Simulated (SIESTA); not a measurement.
Band structure of NbC (Fm-3m, 2 atoms in the cell).

```xyz
2
Lattice="0.0000 2.2540 2.2540 2.2540 0.0000 2.2540 2.2540 2.2540 0.0000" Properties=species:S:1:pos:R:3 pbc="T T T"
Nb     0.0000     0.0000     0.0000
C      2.2540     2.2540     2.2540
```

Computed with SIESTA with GGA PBEsol, numerical atomic orbitals DZP, PseudoDojo PBEsol standard norm-conserving potentials (rewritten from UPF to PSML).

Settings: XC.functional = GGA; XC.authors = PBEsol; potentials = PseudoDojo PBEsol standard; PAO.BasisSize = DZP; PAO.EnergyShift = 0.01 Ry; MeshCutoff = 300 Ry; kgrid.MonkhorstPack = 17 17 17; OccupationFunction = MP; OccupationMPOrder = 0; ElectronicTemperature = 100 meV; MaxSCFIterations = 150; SCF.Mixer.Method = Pulay; SCF.Mixer.Weight = 0.25; SCF.Mixer.History = 8.

The starting cell comes from a database of computed structures (which also holds hypothetical and non-ambient phases and stackings), without a prior relaxation at this level. Spin polarisation is off. Values carry the incompleteness of an atom-centred basis.

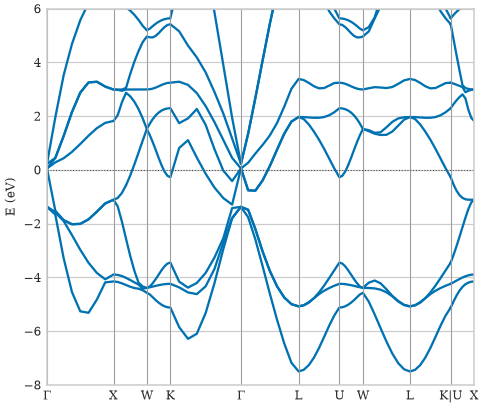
*Bands along the path, energies from the Fermi level.*

Levels in eV from the Fermi level, bands 5 to 10:
| point | 5 | 6 | 7 | 8 | 9 | 10 |
|---|---|---|---|---|---|---|
| Γ | -13.29 | -1.38 | -1.38 | -1.38 | 0.05 | 0.05 |
| X | -11.96 | -4.16 | -3.90 | -1.11 | -1.11 | 1.82 |
| W | -11.16 | -4.58 | -4.39 | -4.39 | 1.52 | 1.52 |
| K | -11.25 | -5.13 | -4.24 | -3.45 | -0.28 | 2.29 |
| L | -9.68 | -7.50 | -5.08 | -5.08 | 1.96 | 1.96 |
| U | -11.25 | -5.13 | -4.24 | -3.45 | -0.28 | 2.29 |

Bands cross the Fermi level along this path, so the cell is metallic at this level.

Higher empty bands are left out: an atom-centred basis made for the valence describes them poorly.
